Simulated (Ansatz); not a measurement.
Partial pair distribution functions of a relaxed model of amorphous In$_{22}$WO$_{36}$, broadened by 0.06 Å; density 6.76 g/cm³. Calculation: PBE, scalar-relativistic without spin-orbit coupling (plane waves to 420 eV, PAW; Ansatz, a quantum-chemistry and plane-wave program).

The cell was made by melting and quenching with the CHGNet potential and then relaxed with DFT. O atoms were pushed apart under 1.9 Å during the dynamics, to hinder bonds among them. The hot cell started wider than the set density and was brought back towards it in steps. It is the lowest in DFT energy of 2 quenches. It is a model cell: composition and starting density were chosen by hand, and all elements were melted together. No dispersion term was used. Its density started from a set value of 6.68 and ended at 6.76 g/cm³. The simulated quench (nominally 51 K/ps over its main leg) is rapid and tends to freeze in more defects than a deposited or slowly cooled glass has. A cell of this size samples the disorder only roughly. Volume and shape were free in the relaxation.

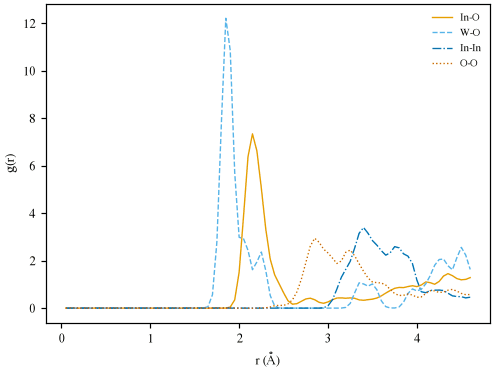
Fig. 1. Partial pair distribution functions

Highest peaks under 4.5 Å: In-O near 2.15 Å, W-O near 1.85 Å, In-In near 3.40 Å, O-O near 2.85 Å; pairs of few atoms are noisy.

Within 2.60 Å each In has 5.41 O neighbours on average.
